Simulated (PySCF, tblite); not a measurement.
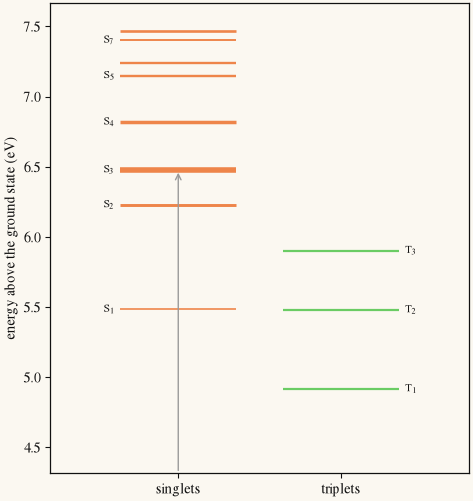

State diagram of C₅H₁₁AsSi, SMILES C1[AsH][SiH2][C@H]2C[C@@H]1C2. Vertical TDDFT excitations, CAM-B3LYP/def2-SVPD, PySCF, at a GFN2-xTB geometry (a minimum by its frequencies), gas phase. Triplets in the Tamm-Dancoff approximation; only the lowest 8 singlets and 3 triplets were computed. Thicker singlet lines are brighter; the arrow marks the brightest. S0, at zero, lies below the range drawn.

> What is the vertical gap between S1 and T1?

0.57 eV: S1 at 5.48 eV, T1 at 4.92 eV.

> What character does the calculation give T1?

Mainly HOMO → LUMO (80 %).

> What are the energy, strength and character of the state that the arrow marks?

S3 at 6.48 eV (191 nm), f = 0.114, mainly HOMO → LUMO+2 (78 %).

Caveats: the tight-binding geometry is rougher than a DFT one and adds to the error; core orbitals are frozen in the response.
